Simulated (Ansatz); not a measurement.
## Electronic structure of CH$_{7}$SbSi (SMILES [SiH3][CH2][SbH2]) in real space

Input

```
crystal:
  periodic: [false, false, false]
  atoms:
    - {symbol: Si, position_ang: [-1.049476, 0.231422, -0.643509]}
    - {symbol: C, position_ang: [0.274159, -0.944943, -0.058808]}
    - {symbol: Sb, position_ang: [1.800848, -0.028628, 1.182122]}
    - {symbol: H, position_ang: [-2.065337, -0.460639, -1.488347]}
    - {symbol: H, position_ang: [-0.440023, 1.322135, -1.449561]}
    - {symbol: H, position_ang: [-1.747406, 0.832190, 0.523869]}
    - {symbol: H, position_ang: [0.796820, -1.400413, -0.903959]}
    - {symbol: H, position_ang: [-0.155402, -1.758119, 0.532077]}
    - {symbol: H, position_ang: [0.676670, 0.825531, 2.149857]}
    - {symbol: H, position_ang: [1.992346, 1.330365, 0.159161]}
basis:
  gaussian: {orbitals: def2-TZVPP}
hamiltonian: {xc: pbe0, dispersion: d4}
output: {orbitals: {seedname: orbitals}}
```

Launched as:

```sh
ansatz run in.yaml --threads 2 --pin off --events-out ev --progress --plain --max-ram 4352MiB
```

Geometry: PBE0-D4/def2-TZVP; core potentials replace the inner electrons of Sb.

The calculation used RKS PBE0-D4/def2-TZVPP (Ansatz 0.2.0).

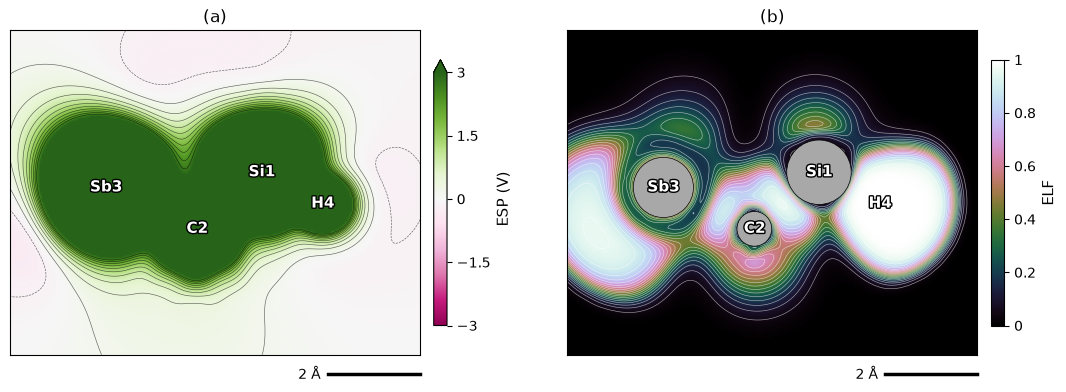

Figure 1. (a) electrostatic potential; (b) electron localisation function on the plane of atoms C2, Si1 and H4. Grey discs cover the atomic cores in the ELF map.

Question: What do the fields say about this system?

Answer: The section cuts through Si, C, Sb and H sites. C–Si (1.86 Å): the ELF peaks at about 0.95 between the atoms (a shared electron pair). C–Sb (2.17 Å): the ELF peaks at about 0.90 in the valence shell of C, 0.8 Å from its nucleus, and drops to about 0.20 between the two atoms. Si–H (1.49 Å): the ELF climbs to about 1 towards the hydrogen, as it does in any bond to H. Outside the dense part of the molecule the potential is most negative (−0.3 V) near H9, which lies off the plane.

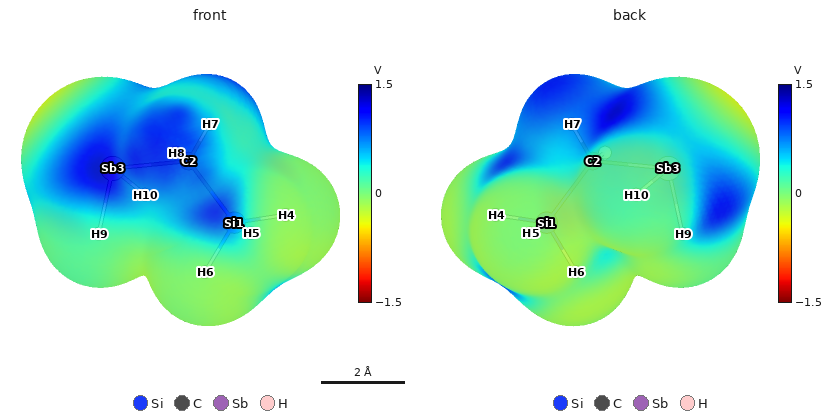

Figure 2. The molecular electrostatic potential painted on the density surface at 0.002 e/bohr³, seen from the front and from behind; the colour scale runs from red (negative) to blue (positive).

Question: Where is the surface potential most negative and most positive?

Answer: The most negative region (about −0.3 V) lies over H10, the most positive (about +1.2 V) over Sb3.

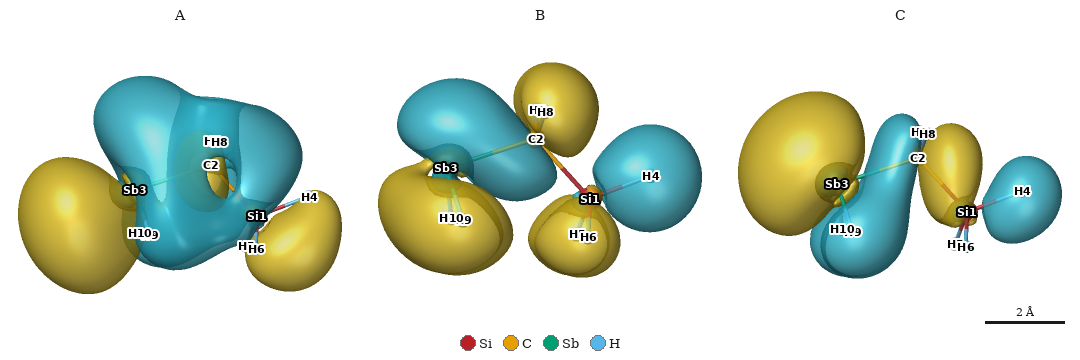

Figure 3. Three frontier orbitals at ±0.05 Å⁻³ᐟ² (yellow and cyan are the two phases), in no order.

Question: Which picture is the HOMO−1, the HOMO and the LUMO?

Answer: B is the HOMO−1 (−8.83 eV). Its weight (Hirshfeld) is mainly on Sb3 (about 30 %), C2 (about 20 %), Si1 (about 10 %), H4 (about 10 %), H10 (about 5 %) and H9 (about 5 %). C is the HOMO (−7.08 eV). Its weight (Hirshfeld) is mainly on Sb3 (about 65 %), C2 (about 10 %) and Si1 (about 5 %). A is the LUMO (−0.54 eV). Its weight (Hirshfeld) is mainly on Sb3 (about 55 %), C2 (about 15 %) and Si1 (about 10 %).

Question: What is the HOMO–LUMO gap?

Answer: 6.54 eV between the orbital energies.
